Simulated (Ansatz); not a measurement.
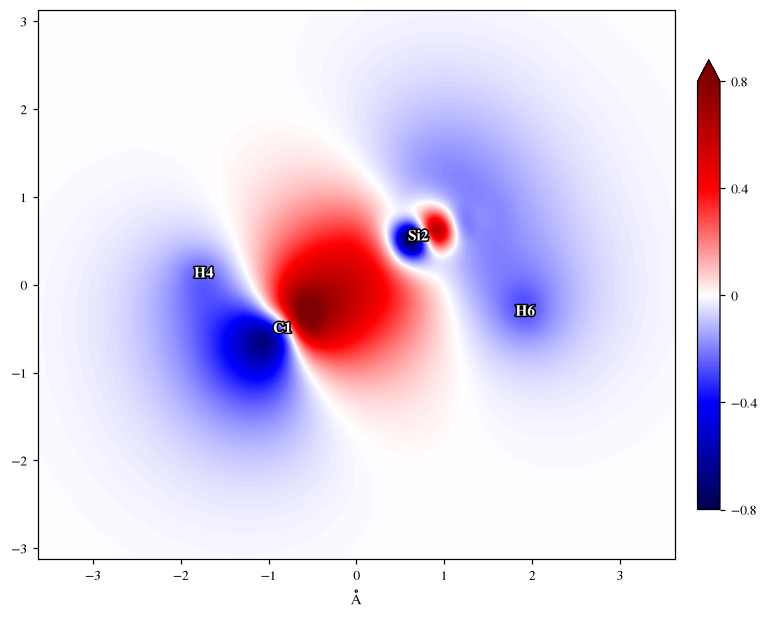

Figure. CH₆Si (SMILES C[SiH3]). The HOMO on the plane of atoms C1, Si2 and H6 (values in Å⁻³ᐟ²; the overall sign is arbitrary).

Geometry: PBE0-D4/def2-TZVP.

Level of theory: RKS PBE0-D4/def2-TZVPP (Ansatz 0.2.0).

The calculation's input:

```
crystal:
  periodic: [false, false, false]
  atoms:
    - {symbol: C, position_ang: [-0.169989, 0.232649, -0.947362]}
    - {symbol: Si, position_ang: [0.173933, -0.221708, 0.834524]}
    - {symbol: H, position_ang: [-1.229034, 0.105715, -1.182287]}
    - {symbol: H, position_ang: [0.406739, -0.398799, -1.626717]}
    - {symbol: H, position_ang: [0.098484, 1.273513, -1.140750]}
    - {symbol: H, position_ang: [-0.614764, 0.638065, 1.758206]}
    - {symbol: H, position_ang: [1.616791, -0.045602, 1.153256]}
    - {symbol: H, position_ang: [-0.190161, -1.640832, 1.095229]}
basis:
  gaussian: {orbitals: def2-TZVPP}
hamiltonian: {xc: pbe0, dispersion: d4}
output: {orbitals: {seedname: orbitals}}
```

Launched as:

```sh
ansatz run in.yaml --threads 2 --pin off --events-out ev --progress --plain --max-ram 32768MiB --backend cpu
```

Question: Describe this orbital and give its energy.

Answer: By Hirshfeld shares it lies mainly on C1 (about 45 %) and Si2 (about 30 %). Its energy is −9.23 eV.
